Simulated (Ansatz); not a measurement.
**BH2O2···FH3Si (doublet): density, localisation and related maps**

Input

```
crystal:
  periodic: [false, false, false]
  atoms:
    - { symbol: B, position_ang: [0.0, 0.0, 0.0] }
    - { symbol: F, position_ang: [0.0, 0.0, 1.57] }
    - { symbol: O, position_ang: [1.2211, 0.0, -0.705] }
    - { symbol: H, position_ang: [1.5209, -0.9519, -0.8599] }
    - { symbol: O, position_ang: [-1.2211, 0.0, -0.705] }
    - { symbol: H, position_ang: [-1.7308, -0.8467, -0.4965] }
    - { symbol: Si, position_ang: [0.0, 0.0, 3.46] }
    - { symbol: H, position_ang: [-0.7436, -1.1581, 3.9474] }
    - { symbol: H, position_ang: [1.3747, -0.0649, 3.9474] }
    - { symbol: H, position_ang: [-0.6311, 1.223, 3.9474] }
magnetization:
  spin_polarized: true
  initial_magnetization: 1
basis:
  gaussian: { orbitals: def2-SVP }
hamiltonian:
  xc: b3lyp
  dispersion: d4
relax:
  f_tol: 0.15
  max_steps: 25
  restrain:
    - { distance: [1, 6], at: 1.59, k: 30.0 }
    - { distance: [0, 1], at: 2.52, k: 30.0 }
output:
  orbitals: {}
```

Command:

```sh
ansatz run input.yaml --threads 4 --pin off --max-ram 5120MiB --backend cpu --events-out ev --progress --plain --runs-dir out
```

The fields are those of the run's last geometry, not of the input's.

Not at a stationary point (largest force 0.7 eV/Å).

Level of theory: UKS B3LYP-D4/def2-SVP in Ansatz.

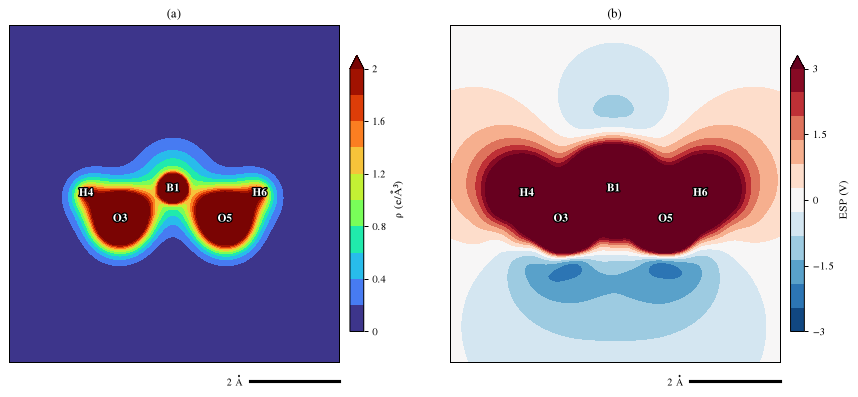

Figure 1. (a) electron density; (b) electrostatic potential on the plane of atoms O3, B1 and O5.

What does the map show?

Atoms in the plane: B, O and H.
B–O (1.35 Å): ρ is about 2.2 e/Å³ halfway.
O–H (0.96 Å): ρ at the midpoint is about 3.7 e/Å³.
Outside the dense part of the complex the potential is most negative (−2.2 V) near O5.

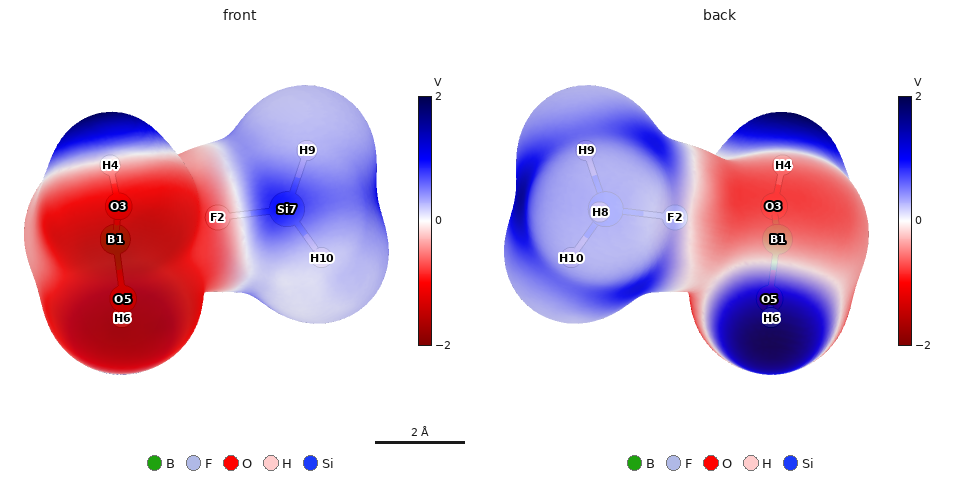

Figure 2. The molecular electrostatic potential painted on the density surface at 0.001 e/bohr³, seen from the front and from behind; the colour scale runs from red (negative) to blue (positive).

Describe the electrostatic potential map.

The most negative region (about −1.5 V) lies over O3 and O5, the most positive (about +1.9 V) over H4 and H6.

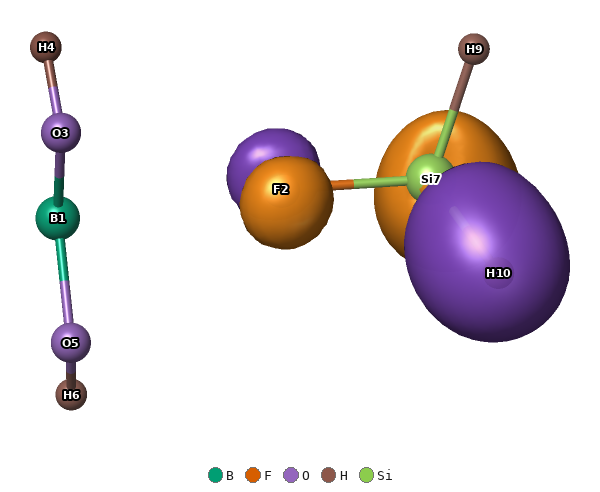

Figure 3. The HOMO−1 (β) at ±0.2 Å⁻³ᐟ² (orange and purple are the two phases), seen at an oblique angle.

What is the character of this orbital?

Its weight (Hirshfeld) is mainly on Si7 (about 35 %), H10 (about 25 %), H8 (about 20 %) and F2 (about 15 %). Its energy is −9.59 eV.
